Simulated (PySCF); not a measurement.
## Electronic structure of C3H9NSi (SMILES C=N[SiH2]CC) in real space

```xyz
14

C     2.5266   -0.1824   -0.7235
N     1.4018   -0.3208   -0.2051
Si    0.5048    0.5220    1.0013
C    -1.0829    1.0933    0.1206
C    -1.9211   -0.0675   -0.4005
H     3.2447    0.6019   -0.4639
H     2.8506   -0.8803   -1.4930
H     0.2381   -0.5250    1.9876
H     1.1486    1.6822    1.6376
H    -1.6814    1.6825    0.8172
H    -0.8351    1.7565   -0.7104
H    -1.3396   -0.6821   -1.0829
H    -2.2541   -0.6957    0.4227
H    -2.8017    0.2949   -0.9300
```

Geometry: GFN2-xTB.

Computed with wB97X-D/def2-SVPD, SCF density, gas phase (PySCF 2.14.0).

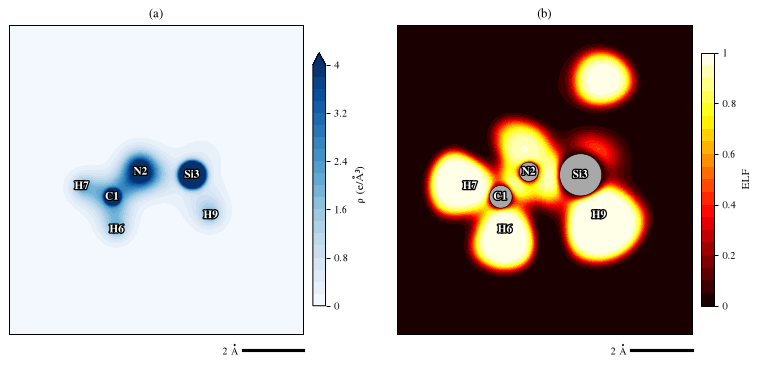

Figure 1. (a) total electron density; (b) electron localisation function on the plane of atoms N2, Si3 and H9. Grey discs cover the atomic cores in the ELF map.

Q: Interpret the plot.

A:
- The plane passes through C, N, Si and H nuclei.
- C–N (1.25 Å): ρ at the midpoint is about 2.9 e/Å³; the ELF peaks at about 0.90 between the atoms: a short, multiple covalent bond.
- Si–N (1.72 Å): the density is about 1.1 e/Å³ at the midpoint; the ELF peaks at about 0.95 between the atoms: a shared but strongly polarised pair.
- C–H (1.09 Å): the density is about 2 e/Å³ at the midpoint; the ELF climbs to about 1 towards the hydrogen, as it does in any bond to H (a covalent bond by its length).
- Si–H (1.47 Å): the density is about 0.79 e/Å³ at the midpoint; the ELF climbs to about 1 towards the hydrogen.
- The ELF also peaks beside N2, away from the bonds: lone-pair regions.

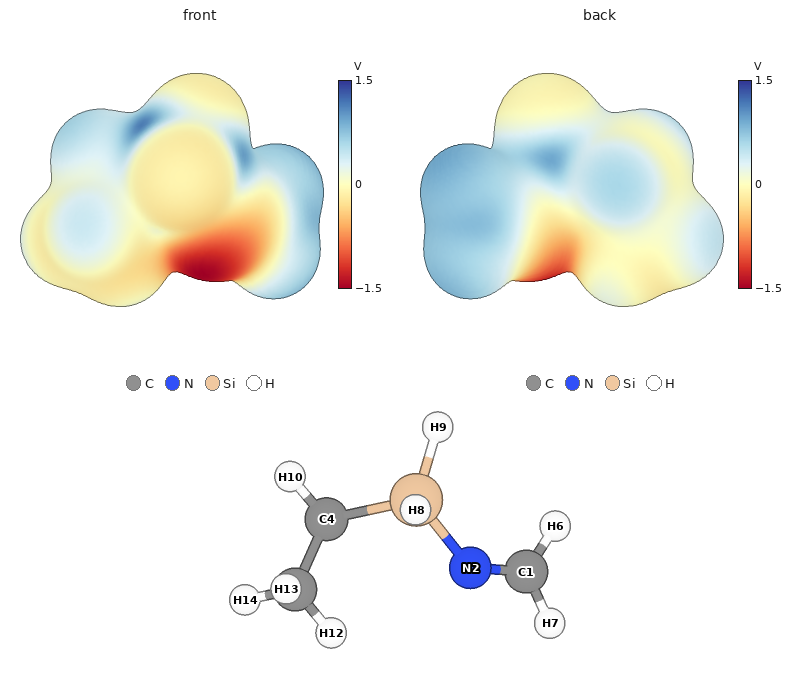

Figure 2. The molecular electrostatic potential painted on the density surface at 0.002 e/bohr³, seen from the front and from behind; the colour scale runs from red (negative) to blue (positive). The bare structure is drawn below in the same view.

Q: Where is the surface potential most negative and most positive?

A: The most negative region (about −1.5 V) lies over N2, the most positive (about +1.0 V) over Si3. N2 is the likeliest acceptor of a hydrogen bond.
